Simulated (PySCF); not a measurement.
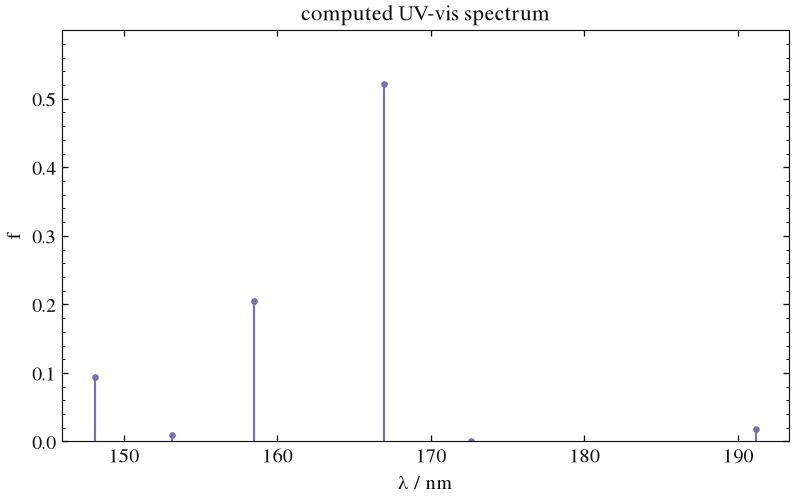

Computed absorption of C₄H₇F₃Si, SMILES FC(F)=C(F)CC[SiH3]. Vertical TDDFT excitations, CAM-B3LYP/def2-SVPD (IEF-PCM benzene) in PySCF, at a PBE0-D3(BJ)/def2-SVP geometry (no frequency check). Only the first 6 singlet excitations are included.

> Where is the lowest singlet, and is it bright?

S1 lies at 6.49 eV (191 nm) with f = 0.019, mainly HOMO → LUMO (63 %); it is weak.

> Does any vertical transition fall in the visible?

No singlet lies below 3.1 eV (beyond 400 nm), so at this level no vertical transition falls in the visible.

> List the transitions behind the spectrum.

| state | E (eV) | λ (nm) | f | main character |
| --- | --- | --- | --- | --- |
| S1 | 6.49 | 191 | 0.019 | HOMO → LUMO (63 %) |
| S2 | 7.18 | 173 | 0.000 | HOMO → LUMO+3 (30 %) |
| S3 | 7.43 | 167 | 0.522 | HOMO → LUMO+2 (46 %) |
| S4 | 7.82 | 158 | 0.204 | HOMO → LUMO+1 (25 %) |
| S5 | 8.09 | 153 | 0.010 | HOMO → LUMO+4 (32 %) |
| S6 | 8.37 | 148 | 0.095 | HOMO−1 → LUMO (72 %) |

Note: one conformer of a flexible molecule; core orbitals are frozen in the response.
